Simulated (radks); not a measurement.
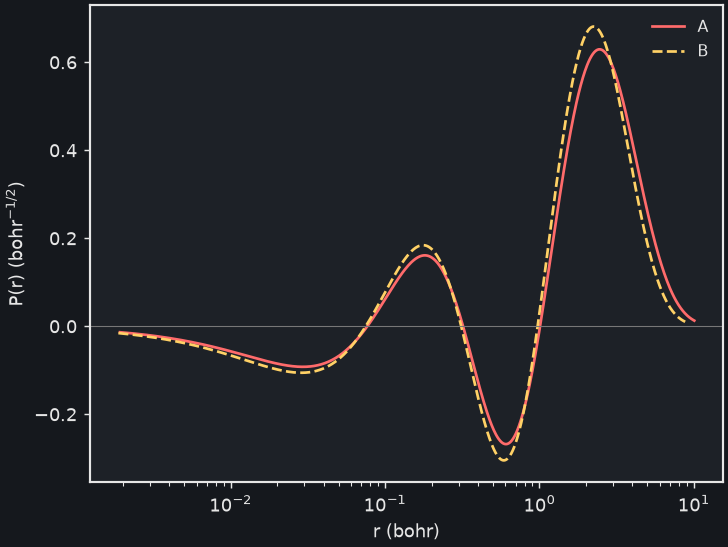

Two nuclei with the same 26 electrons, [Ar] 3d6 4s2 (high spin), were computed: Z = 26.2 with 26 electrons; Z = 26.8 with 26 electrons. Level of theory: non-relativistic Kohn-Sham, PBE, spin-polarised, spherical densities, point nucleus. Computed with the in-house radial solver radks.

The plot shows P(r) = r R(r) of the 4s down orbital in both runs.

**Assign A and B.**

A is Z = 26.2 with 26 electrons (⟨r⟩ = 3.00 bohr, eigenvalue −6.38 eV); B is Z = 26.8 with 26 electrons (⟨r⟩ = 2.66 bohr, eigenvalue −11.8 eV). The larger nuclear charge pulls the orbital in.
